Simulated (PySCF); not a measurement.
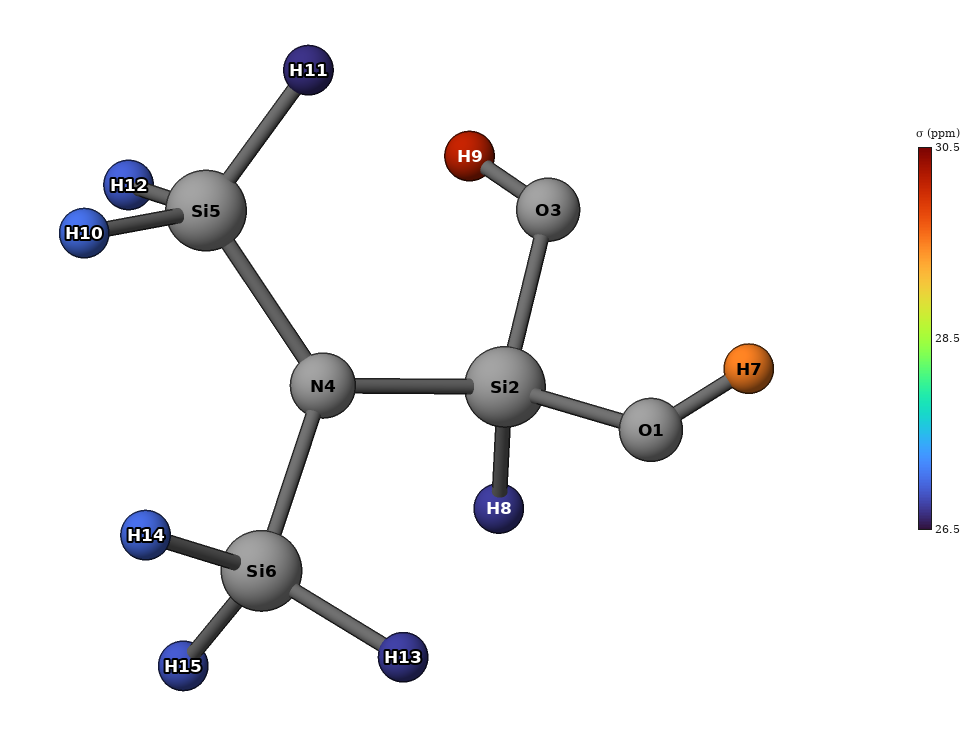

Atoms are coloured by their isotropic NMR shieldings (H only, the others grey). Geometry: an image of a reaction path computed with GFN2-xTB, not a minimum. Method: GIAO PBE0/pcSseg-1 NMR shielding, non-relativistic, gas phase (PySCF 2.14.0).

Q: Which H atom is the most shielded (lowest chemical shift)?

A: H9 (30.12 ppm).

Q: Which H atom is the least shielded (highest chemical shift)?

A: H11 (26.67 ppm).

Q: How wide is the range of H shifts?

A: 3.45 ppm.

Give the isotropic NMR shieldings of the H atoms atom by atom.

| atom | σ (ppm) |
| --- | --- |
| H7 | 29.49 |
| H8 | 26.74 |
| H9 | 30.12 |
| H10 | 27.04 |
| H11 | 26.67 |
| H12 | 26.94 |
| H13 | 26.75 |
| H14 | 27.01 |
| H15 | 26.90 |
